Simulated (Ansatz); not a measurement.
# C6H6ClF9O3Si: small, medium and large basis sets

How large a basis does C6H6ClF9O3Si need? Two functionals are run in growing sets.

Method: one geometry, several basis sets; program: Ansatz 0.2.0, Gaussian basis.

Levels to be run: PBE0-D4/def2-SVP; ωB97M-V/def2-SVP; PBE0-D4/def2-QZVPP; ωB97M-V/def2-QZVPP; the functionals' def2-TZVPP values are taken from earlier runs.

### 1 The relaxed structure

An earlier PBE0-D4 in a triple-zeta def2 set relaxation fixed the geometry.

26 atoms, charge 0, spin multiplicity 1.

Atoms are counted from 1 here; the program's logs count them from 0.

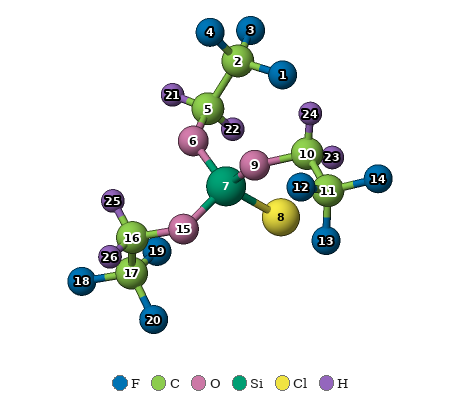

The geometry (fluorine blue, carbon green, oxygen pink, silicon teal, chlorine yellow, hydrogen purple); atoms are numbered from 1 in the order of the file.

### 2 PBE0-D4 in def2-SVP

The input, in.yaml:

```yaml
crystal:
  periodic: [false, false, false]
  atoms:
    - {symbol: F, position_ang: [-1.343987, 1.599080, -2.109320]}
    - {symbol: C, position_ang: [-2.492450, 1.167957, -1.562916]}
    - {symbol: F, position_ang: [-3.398525, 1.077643, -2.539303]}
    - {symbol: F, position_ang: [-2.897624, 2.102222, -0.704784]}
    - {symbol: C, position_ang: [-2.312322, -0.182384, -0.900904]}
    - {symbol: O, position_ang: [-1.387438, -0.117846, 0.138584]}
    - {symbol: Si, position_ang: [0.237976, -0.197845, 0.111401]}
    - {symbol: Cl, position_ang: [0.827651, -1.285283, -1.506220]}
    - {symbol: O, position_ang: [0.946084, 1.250825, 0.068096]}
    - {symbol: C, position_ang: [1.570010, 1.943894, -0.967791]}
    - {symbol: C, position_ang: [3.038894, 2.127993, -0.648345]}
    - {symbol: F, position_ang: [3.225103, 2.810346, 0.481750]}
    - {symbol: F, position_ang: [3.666541, 0.956592, -0.521976]}
    - {symbol: F, position_ang: [3.627165, 2.806524, -1.641153]}
    - {symbol: O, position_ang: [0.684444, -0.862880, 1.515592]}
    - {symbol: C, position_ang: [-0.076912, -1.619714, 2.406535]}
    - {symbol: C, position_ang: [-0.109688, -3.082146, 2.012619]}
    - {symbol: F, position_ang: [-0.812830, -3.772790, 2.916902]}
    - {symbol: F, position_ang: [-0.697080, -3.255599, 0.820387]}
    - {symbol: F, position_ang: [1.107837, -3.614803, 1.939786]}
    - {symbol: H, position_ang: [-3.280109, -0.484638, -0.495817]}
    - {symbol: H, position_ang: [-2.013868, -0.894733, -1.676102]}
    - {symbol: H, position_ang: [1.504532, 1.420515, -1.925403]}
    - {symbol: H, position_ang: [1.120031, 2.933427, -1.072498]}
    - {symbol: H, position_ang: [-1.112171, -1.272396, 2.464494]}
    - {symbol: H, position_ang: [0.378728, -1.553970, 3.396407]}
basis:
  gaussian: {orbitals: def2-SVP}
hamiltonian: {xc: pbe0, dispersion: d4}
output: {orbitals: {seedname: orbitals}}
```

Run with:

```sh
> ansatz run in.yaml --threads 10 --pin off --events-out ev --progress --plain --max-ram 110592MiB --backend cpu
```

Further steps of the session: ωB97M-V in def2-SVP; PBE0-D4 in def2-QZVPP; ωB97M-V in def2-QZVPP.

**Question.** What will the summary of the whole plan be? Wanted: PBE0-D4: double and triple zeta above quadruple; ωB97M-V: double and triple zeta above quadruple.

The runs gave:

| quantity | value |
| --- | --- |
| PBE0-D4: double and triple zeta above quadruple | 53.89, 2.52 eV |
| ωB97M-V: double and triple zeta above quadruple | 54.57, 2.36 eV |

**Reading.** For PBE0-D4 the step from double to triple zeta gains 51.38 eV and the next only 2.52 eV. These are total energies; as a rule much of such shifts cancels in differences, which this series doesn't test. The LUMO of ωB97M-V is positive and keeps falling with the basis (2.93 to 1.48 eV): an unbound level that the basis holds in place.
